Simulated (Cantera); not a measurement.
Charge: 1 mol Si, 0.63 mol HCl, 0.43 mol H2, 1.2 mol Cl2, at 4350 Torr.

Cantera equilibrium calculation (NASA polynomials, part measured and part estimated; ideal gas, pure solids and liquids). Candidate condensed phases: Si; 19 gas species. The tables' values for SiCl3 are old estimates; treat these amounts as uncertain. Kinetics and transport are ignored.

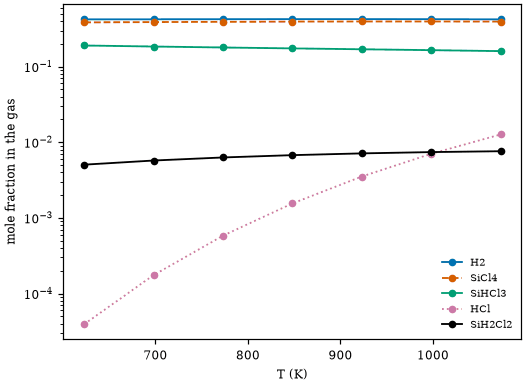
Figure: Equilibrium gas composition (values under 1e-9 drawn at 1e-9)

From 623 K to 1073 K the condensed part is Si(s). The main Si-bearing gas is SiCl4 throughout. The share of Si in condensed phases is highest at 1073 K (18.2 %) and lowest at 623 K (17.1 %).
